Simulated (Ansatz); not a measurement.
# C₂HSi+ (triplet): correlated methods under varied settings

What do other methods and options give for C₂HSi+ (triplet) at this geometry, and how long do they take?

Program: Ansatz 0.2.0, Gaussian basis. Level of theory: the settings change from run to run. These are calculated values, not measurements.

22 further runs of the same task are left out: 11 that didn't finish, 11 set aside as unsound or not needed.

## (1) The system

The geometry is a PBE0/def2-TZVP stationary point (not a proven minimum) of the parent state, kept for this charge and spin.

4 atoms, charge 1, spin multiplicity 3.

Atoms are counted from 1 here; the program's logs count them from 0.

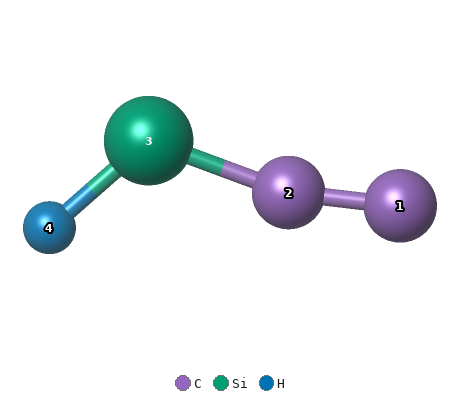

The structure; carbon purple, silicon teal, hydrogen blue; atoms are numbered from 1 in the order of the file.

## (2) CCSD(T) on ROHF/cc-pVDZ

The input, in.yaml:

```yaml
crystal:
  periodic: [false, false, false]
  atoms:
    - {symbol: C, position_ang: [0.000000, 0.010293, 1.919554]}
    - {symbol: C, position_ang: [0.000000, 0.134643, 0.648509]}
    - {symbol: Si, position_ang: [0.000000, -0.101792, -1.029371]}
    - {symbol: H, position_ang: [0.000000, 1.109295, -1.918604]}
basis:
  gaussian: {orbitals: cc-pVDZ}
total_charge: 1
magnetization: {spin_polarized: false, initial_magnetization: 2}
correlation: {method: ccsd_t, electrons: valence}
scf: {omitted_lower_state_checks: [cluster_reference]}
output: {forces: true}
```

On the command line:

```
> ansatz run in.yaml --threads 1 --pin off --events-out ev --progress --plain --max-ram 2393MiB
```

Standard output, cut to the lines that bear on the results:

```text
Functional definition: HF
  name "HF"
  cite "Fock, Z. Phys. 61, 126 (1930) doi:10.1007/BF01340294"
  parent pbe
[...]
495 factors; integrals over basis functions are off by at most 1.3e-3 eV
[...]
mean field -9924.90981460 eV, -364.7337083411 hartree, gradient 1.8e-6 eV, S^2 2.000000; 12 other end points of the search recorded, 0 dependent functions left out
7 core orbitals not correlated: weight in the atoms' cores, before any rotation towards them, 1.000 or more for the frozen orbitals, at most 0.000 for the correlated occupied ones
reference -9924.90981460 eV, -364.7337083411 hartree; 7, 5 occupied and 37, 39 virtual orbitals, 495 factors
second order -7.73348058 eV of doubles, -0.11187500 eV of singles
cycle   1  -7.95273594 eV  change   -1.0e-1 eV  update   1.1e-1
[...]
cycle  21  -8.54690599 eV  change    1.1e-8 eV  update   4.6e-7
perturbative correction -0.48153851 eV, -0.0176962140 hartree
[...]
Total energy: -9933.93825911 eV, -365.0654975569 hartree
Atom 0 at     0.000000     0.010293     1.919554 Å, force    -0.000000    -0.015652    -1.015816 eV/Å
Atom 1 at     0.000000     0.134643     0.648509 Å, force    -0.000000     0.439880     3.524315 eV/Å
Atom 2 at     0.000000    -0.101792    -1.029371 Å, force    -0.000000    -0.355455    -2.536285 eV/Å
Atom 3 at     0.000000     1.109295    -1.918604 Å, force    -0.000000    -0.068773     0.027786 eV/Å
Dipole moment:    -0.000000    -0.025371    -0.337493 e Å
Checks for a lower state left out: cluster_reference
```

Run time: 7 s. Hardware: 1 thread of Intel Xeon Platinum 8488C, shared host.

From the report: correlation -9.0284 eV; T1 0.044; largest double amplitude 0.07.

## (3) BCCD on ROHF/cc-pVDZ

Edit in.yaml of step 2 so:

```diff
@@ -11,4 +11,4 @@
 magnetization: {spin_polarized: false, initial_magnetization: 2}
-correlation: {method: ccsd_t, electrons: valence}
-scf: {omitted_lower_state_checks: [cluster_reference]}
+correlation: {method: bccd, electrons: outside_noble_gas}
+scf: {lower_state_search: light}
 output: {forces: true}
```

Launched as before.

Standard output, cut to the lines that bear on the results:

```text
Functional definition: HF
  name "HF"
  cite "Fock, Z. Phys. 61, 126 (1930) doi:10.1007/BF01340294"
  parent pbe
[...]
495 factors; integrals over basis functions are off by at most 1.3e-3 eV
[...]
mean field -9924.90981460 eV, -364.7337083411 hartree, gradient 1.8e-6 eV, S^2 2.000000; 17 other end points of the search recorded, 0 dependent functions left out
[...]
determinant -9924.90981460 eV, -364.7337083411 hartree, with singles and doubles -9933.45424526 eV, -365.0477103761 hartree
determinant -9924.72368880 eV, -364.7268683442 hartree, with singles and doubles -9932.45574422 eV, -365.0110161396 hartree
determinant -9924.58163678 eV, -364.7216480287 hartree, with singles and doubles -9933.10562122 eV, -365.0348986788 hartree
determinant -9924.47385986 eV, -364.7176872997 hartree, with singles and doubles -9932.23466840 eV, -365.0028917532 hartree
[...]
reference -9924.90981460 eV, -364.7337083411 hartree; 7, 5 occupied and 37, 39 virtual orbitals, 495 factors
second order -7.73348058 eV of doubles, -0.11187500 eV of singles
cycle   1  -8.51781809 eV  change    2.9e-2 eV  update   2.1e-2
[...]
cycle  21  -8.53575628 eV  change    1.3e-7 eV  update   5.7e-7
WARN: the results are in doubt because among natural orbitals full CI differs from the method by -0.081 eV
[...]
Total energy: -9933.44557088 eV, -365.0473915985 hartree
Atom 0 at     0.000000     0.010293     1.919554 Å, force     0.000000     0.084984    -1.896644 eV/Å
Atom 1 at     0.000000     0.134643     0.648509 Å, force     0.000000     0.293116     4.311651 eV/Å
Atom 2 at     0.000000    -0.101792    -1.029371 Å, force     0.000000    -0.249924    -2.455928 eV/Å
Atom 3 at     0.000000     1.109295    -1.918604 Å, force    -0.000000    -0.128176     0.040922 eV/Å
Dipole moment:     0.000000    -0.034446    -0.365425 e Å
In doubt: among natural orbitals full CI differs from the method by -0.081 eV
```

Run time: 18 s. Hardware: 1 thread of Intel Xeon Platinum 8488C, shared host.

From the report: correlation -8.5358 eV; largest double amplitude 0.07. Mind the lines of doubt at the end of the log.

## (4) NEVPT2(4,5)/STO-3G

Edit in.yaml of step 3 so:

```diff
@@ -8,7 +8,7 @@
 basis:
-  gaussian: {orbitals: cc-pVDZ}
+  gaussian: {orbitals: STO-3G}
 total_charge: 1
 magnetization: {spin_polarized: false, initial_magnetization: 2}
-correlation: {method: bccd, electrons: outside_noble_gas}
-scf: {lower_state_search: light}
+hamiltonian: {pseudopotentials: {relativity: scalar}}
+correlation: {method: sc_nevpt2, electrons: all, active_space: {window: {electrons: 4, orbitals: 5}, states: [{multiplicity: 3, weights: [1, 0.5]}, {multiplicity: 5, weights: [1]}], root: 0}}
 output: {forces: true}
```

The command is unchanged.

Standard output, cut to the lines that bear on the results:

```text
Functional definition: HF
  name "HF"
  cite "Fock, Z. Phys. 61, 126 (1930) doi:10.1007/BF01340294"
  parent pbe
[...]
345 factors; integrals over basis functions are off by at most 4.0e-8 eV
[...]
mean field -9823.73465245 eV, -361.0155897109 hartree, gradient 1.5e-6 eV, S^2 2.000000; 13 other end points of the search recorded, 0 dependent functions left out
reference -9823.73465245 eV, -361.0155897109 hartree; 14, 12 occupied and 6, 8 virtual orbitals, 345 factors
state -9824.85658283 eV, -361.0568198922 hartree
state -9823.16955503 eV, -360.9948227639 hartree
state -9824.85658283 eV, -361.0568198922 hartree; corrected -9828.57046306 eV, -361.1933024733 hartree
state -9823.16955503 eV, -360.9948227639 hartree; corrected -9826.55601180 eV, -361.1192727548 hartree
state -9821.58346286 eV, -360.9365349518 hartree
state -9821.58346286 eV, -360.9365349518 hartree; corrected -9825.01540813 eV, -361.0626566142 hartree
[...]
WARN: the results are in doubt because the forces break the atoms' symmetry
Total energy: -9828.57046306 eV, -361.1933024733 hartree
Relativity: scalar
Atom 0 at     0.000000     0.010293     1.919554 Å, force     0.007350     0.336201    -2.972618 eV/Å
Atom 1 at     0.000000     0.134643     0.648509 Å, force    -0.012034     0.035209     5.566097 eV/Å
Atom 2 at     0.000000    -0.101792    -1.029371 Å, force     0.003015     0.311303    -3.150634 eV/Å
Atom 3 at     0.000000     1.109295    -1.918604 Å, force     0.001669    -0.682713     0.557155 eV/Å
Dipole moment:     0.003199    -0.101111    -0.498151 e Å
In doubt: the forces break the atoms' symmetry
```

Wall time 2.1 s (1 thread of Intel Xeon Platinum 8488C, shared host).

From the report: 100 determinants; active occupations (of the averaged states) 1.34, 1.19, 1.00, 0.44, 0.04. Mind the lines of doubt at the end of the log.

## (5) CCSD on UHF/cc-pVDZ

The input, in.yaml:

```yaml
crystal:
  periodic: [false, false, false]
  atoms:
    - {symbol: C, position_ang: [0.000000, 0.010293, 1.919554]}
    - {symbol: C, position_ang: [0.000000, 0.134643, 0.648509]}
    - {symbol: Si, position_ang: [0.000000, -0.101792, -1.029371]}
    - {symbol: H, position_ang: [0.000000, 1.109295, -1.918604]}
basis:
  gaussian: {orbitals: cc-pVDZ}
total_charge: 1
magnetization: {spin_polarized: true, initial_magnetization: 2}
correlation: {method: ccsd, electrons: outside_noble_gas}
output: {forces: true}
```

Launched as before.

Standard output, cut to the lines that bear on the results:

```text
Functional definition: HF
  name "HF"
  cite "Fock, Z. Phys. 61, 126 (1930) doi:10.1007/BF01340294"
  parent pbe
[...]
495 factors; integrals over basis functions are off by at most 1.3e-3 eV
[...]
mean field -9925.84466491 eV, -364.7680634564 hartree, gradient 2.3e-6 eV, S^2 2.690429; 17 other end points of the search recorded, 0 dependent functions left out
determinant -9925.84466491 eV, -364.7680634564 hartree, with singles and doubles -9933.45610901 eV, -365.0477788679 hartree
determinant -9924.98539669 eV, -364.7364859318 hartree, with singles and doubles -9932.90686330 eV, -365.0275944602 hartree
determinant -9924.92737308 eV, -364.7343536032 hartree, with singles and doubles -9933.30314557 eV, -365.0421575652 hartree
determinant -9924.59694754 eV, -364.7222106887 hartree, with singles and doubles -9932.24019890 eV, -365.0030949953 hartree
[...]
7 core orbitals not correlated: weight in the atoms' cores, before any rotation towards them, 1.000 or more for the frozen orbitals, at most 0.000 for the correlated occupied ones
reference -9925.84466491 eV, -364.7680634564 hartree; 7, 5 occupied and 37, 39 virtual orbitals, 495 factors
second order -6.15228019 eV of doubles, -0.00000000 eV of singles
cycle   1  -7.64471344 eV  change   -2.2e-6 eV  update   3.5e-6
[...]
cycle   4  -7.64471396 eV  change    1.6e-6 eV  update   6.9e-7
[...]
Total energy: -9933.48937887 eV, -365.0490015126 hartree
Atom 0 at     0.000000     0.010293     1.919554 Å, force    -0.000000     0.065825    -1.728060 eV/Å
Atom 1 at     0.000000     0.134643     0.648509 Å, force    -0.000000     0.315915     4.121091 eV/Å
Atom 2 at     0.000000    -0.101792    -1.029371 Å, force     0.000000    -0.260766    -2.435200 eV/Å
Atom 3 at     0.000000     1.109295    -1.918604 Å, force     0.000000    -0.120974     0.042170 eV/Å
Dipole moment:    -0.000000    -0.033966    -0.359781 e Å
```

Run time: 18 s. Hardware: 1 thread of Intel Xeon Platinum 8488C, shared host.

From the report: ⟨S²⟩ of the determinant 2.690 (pure triplet: 2.00); correlation -7.6447 eV; T1 0.074; largest double amplitude 0.08. The determinant is far from a pure spin state, so its energy mixes those of several spin states (harmless only where they are near-degenerate, as at dissociation).

## (6) CCSDT(Q)/B/6-31G

Edit in.yaml of step 5 so:

```diff
@@ -8,6 +8,8 @@
 basis:
-  gaussian: {orbitals: cc-pVDZ}
+  gaussian: {orbitals: 6-31G, point_charges: [{charge: 0.50, position_ang: [3.974, -0.742, 0.344]}]}
 total_charge: 1
 magnetization: {spin_polarized: true, initial_magnetization: 2}
-correlation: {method: ccsd, electrons: outside_noble_gas}
+hamiltonian: {xc: {name: PBE}}
+correlation: {method: ccsdt_q_b, electrons: outside_noble_gas}
+scf: {lower_state_search: full}
 output: {forces: true}
```

Launched as before.

Standard output, cut to the lines that bear on the results:

```text
Functional definition: PBE
  name "PBE"
  cite "Perdew, Burke & Ernzerhof, Phys. Rev. Lett. 77, 3865 (1996) doi:10.1103/PhysRevLett.77.3865"
  parent pbe
[...]
725 factors; integrals over basis functions are off by at most 6.7e-8 eV
[...]
mean field -9942.35220235 eV, -365.3747042679 hartree, gradient 3.0e-6 eV, S^2 2.041800; 11 other end points of the search recorded, 0 dependent functions left out
7 core orbitals not correlated: weight in the atoms' cores, before any rotation towards them, 1.000 or more for the frozen orbitals, at most 0.000 for the correlated occupied ones
reference -9920.81817362 eV, -364.5833433084 hartree; 7, 5 occupied and 19, 21 virtual orbitals, 725 factors
second order -5.87200956 eV of doubles, -0.53483742 eV of singles
cycle   1  -5.88175330 eV  change    5.2e-1 eV  update   1.3e-1
[...]
cycle  26  -6.79493731 eV  change    1.5e-6 eV  update   7.5e-7
perturbative correction -0.04340188 eV, -0.0015949897 hartree
[...]
Total energy: -9927.65651281 eV, -364.8346476384 hartree
Atom 0 at     0.000000     0.010293     1.919554 Å, force    -0.115150     0.029649    -0.627826 eV/Å
Atom 1 at     0.000000     0.134643     0.648509 Å, force     0.107833     0.402339     3.923319 eV/Å
Atom 2 at     0.000000    -0.101792    -1.029371 Å, force    -0.292672    -0.555491    -3.139682 eV/Å
Atom 3 at     0.000000     1.109295    -1.918604 Å, force    -0.036701     0.185760    -0.240462 eV/Å
Dipole moment:    -0.076065    -0.029399    -0.354739 e Å
```

Run time: 78 s. Hardware: 1 thread of Intel Xeon Platinum 8488C, shared host; peak memory 0.89 GiB.

From the report: ⟨S²⟩ of the determinant 2.042 (pure triplet: 2.00); correlation -6.8383 eV; T1 0.030; largest double amplitude 0.08. The orbitals are Kohn-Sham ones, so correlation energy and T1 don't compare with those on Hartree-Fock orbitals.

## (7) All runs side by side

 † marks a result that the program doubts.

| level | correlated | functions | energy (eV) | time |
| --- | --- | --- | --- | --- |
| CCSD(T) on ROHF/cc-pVDZ | valence | 51 | -9933.9383 | 7 s |
| BCCD on ROHF/cc-pVDZ † | outside noble gas | 51 | -9933.4456 | 18 s |
| NEVPT2(4,5)/STO-3G (lowest root of an average, relativity set) † | all | 20 | -9828.5705 | 2.1 s |
| CCSD on UHF/cc-pVDZ | outside noble gas | 51 | -9933.4894 | 18 s |
| CCSDT(Q)/B/6-31G (beside a point charge, on PBE orbitals) | outside noble gas | 33 | -9927.6565 | 78 s |

## (8) Summary of results

```
quantity                                                                    value
    runs                                                                        5
quickest  NEVPT2(4,5)/STO-3G (lowest root of an average, relativity set) †, 2.1 s
 slowest          CCSDT(Q)/B/6-31G (beside a point charge, on PBE orbitals), 78 s
```

Total energies in different bases, with other cores or another treatment of relativity can't be set against each other. CCSDT(Q)/B/6-31G (beside a point charge, on PBE orbitals) took 37 times as long as NEVPT2(4,5)/STO-3G (lowest root of an average, relativity set) †; the jobs differ in more than the method.
